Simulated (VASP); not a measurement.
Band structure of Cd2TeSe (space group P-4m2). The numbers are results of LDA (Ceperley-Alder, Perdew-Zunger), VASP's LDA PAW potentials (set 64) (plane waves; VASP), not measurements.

Unless said otherwise, spin-orbit coupling is left out, though it shifts the bands of the heavy elements here.

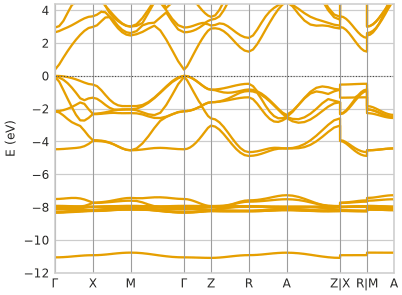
Figure: Bands along high-symmetry lines, zero at the valence-band maximum or, without a gap, the Fermi level

Task: Read the plot: is there a gap, and where are the band edges?

Result: The gap is direct, 0.38 eV, from the valence maximum at Γ to the conduction minimum at Γ. (Edges off the drawn lines would not show.)

The structure comes from a computed database's Cd2TeSe entry (P-4m2); how it stands against other phases isn't given here. It was relaxed first, which changed the volume by -7 %.
